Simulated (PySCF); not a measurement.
# C₄H₄F₂O₂: what the fields show

```xyz
12

O     2.8564   -0.4888    0.0253
C     1.7131   -0.2440   -0.1456
C     0.7611    0.8958    0.1681
C    -0.2542    0.0046   -0.5630
C    -1.4260   -0.5497    0.2474
F    -2.4788    0.2951    0.1690
F    -1.1198   -0.6589    1.5570
O     0.7550   -0.9929   -0.7766
H     0.5752    1.0470    1.2291
H     0.9994    1.8430   -0.3072
H    -0.6403    0.3876   -1.5125
H    -1.7399   -1.5394   -0.1172
```

Geometry: GFN2-xTB.

Theory: PBE0/pcSseg-1, SCF density, gas phase, non-relativistic (PySCF 2.14.0).

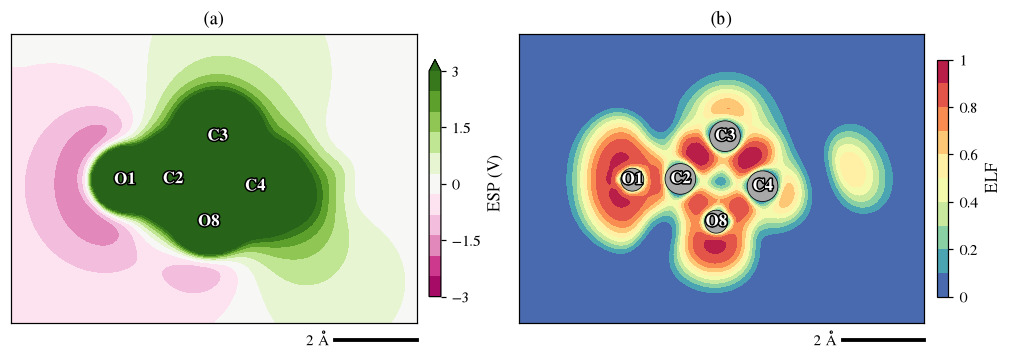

Figure 1. (a) electrostatic potential; (b) ELF on the plane of atoms C2, C3 and C4. Grey discs cover the atomic cores in the ELF map.

> Read the bonding off the picture.

The plane passes through O and C nuclei. C–O (1.18 Å): the ELF peaks at about 0.85 between the atoms; a multiple bond. C–C (1.52 Å): the ELF peaks at about 0.95 between the atoms: localised, covalent bonding. C–O (1.37 Å): the ELF peaks at about 0.90 between the atoms, as expected for a shared but strongly polarised pair. The ELF also peaks beside O8 and O1, away from the bonds: lone-pair regions. Outside the dense part of the molecule the potential is most negative (−1.8 V) near O1.

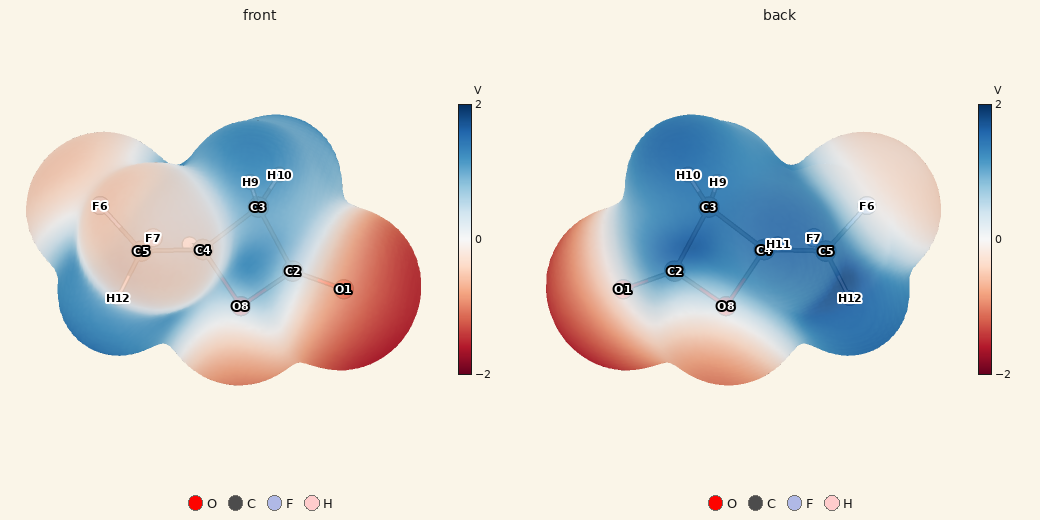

Figure 2. The molecular electrostatic potential painted on the density surface at 0.002 e/bohr³, seen from the front and from behind; the colour scale runs from red (negative) to blue (positive).

> Which sites attract a positive test charge, and which a negative one?

A positive charge is drawn to the negative regions and a negative charge to the positive ones. The most negative region (about −1.5 V) lies over O1, the most positive (about +1.7 V) over C4 and C5. O1 is the likeliest acceptor of a hydrogen bond.

> What dipole moment does the calculation give?

Its dipole moment is 2.91 D.

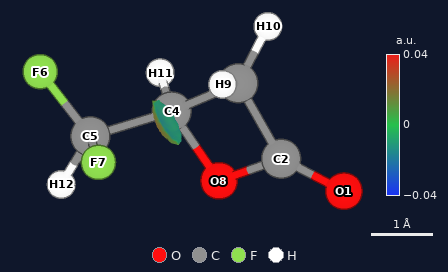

Figure 3. Non-covalent interaction (NCI) plot: the surface where the reduced density gradient is 0.6, for densities under 0.05 a.u., coloured by sign(λ₂)ρ; seen at a tilt.

> What holds or crowds the atoms apart from the covalent bonds?

Between H9 and C3 on one side and F7 and C5 on the other: a weak contact, attractive (blue-green) on one side and crowded (olive to red) on the other.
